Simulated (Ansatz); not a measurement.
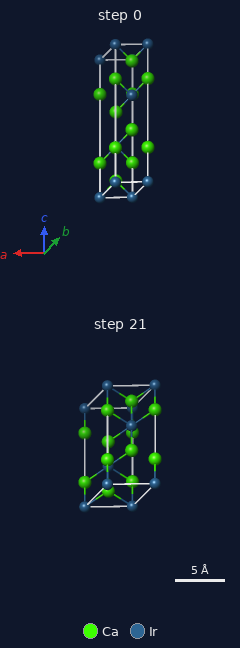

The structure of a crystal of Ca2Ir (a generated structure, set up in R-3m) (coarse preliminary run) before (top) and after (bottom) a relaxation, at one scale.

The picture is a ball-and-stick view of the conventional cell (3 times the calculation's cell), seen from a free direction. Lengths and directions refer to the drawn axes.

All numbers below come from Ansatz, DFT PBE, scalar-relativistic, plane waves, PAW. Settings: plane-wave cutoff 420 eV; k-point mesh 6 × 6 × 6; occupations gaussian; smearing width 0.1 eV; no spin polarisation; cell and atoms relaxed; force threshold 0.04 eV/Å; at most 70 steps.

Q: Describe what moved and what it gained.

A: Over 18 accepted moves (21 points after the start) the energy falls by 1838 meV per atom. Largest force component: 5.6 eV/Å at the start, 0.00048 eV/Å at the end. Pressure: 65.21 GPa at the start and 0.02 GPa at the end. At 3 points the geometry stayed and the basis and grid were re-selected for the new cell (energy shift of 70.6 meV per atom at most each time). The atoms keep their places relative to the cell (all moves are under 0.005 Å). The drawn cell changes as follows: a = b 3.314 → 4.859 Å (+46.6 %), c 16.720 → 11.948 Å (−28.5 %); the volume changes by +53.6 %. Among the contacts that change: Ca–Ca 3.314 → 4.859 Å, Ca–Ir 4.180 → 2.985 Å, Ca–Ir 2.367 → 2.977 Å, Ca–Ca 3.380 → 3.442 Å. New bonds form: Ca–Ir (4.18 → 2.99 Å). Among the angles between lasting bonds that change: Ir–Ca–Ir 88.9° → 109.4°, Ca–Ir–Ca 91.1° → 70.6°, Ca–Ir–Ca 88.9° → 109.4°. The space group stays R-3m (No. 166). The run took 21 s on 1 thread of AMD EPYC 9R45 96-Core Processor (Zen 5), on a shared host, peak memory 0.45 GiB.
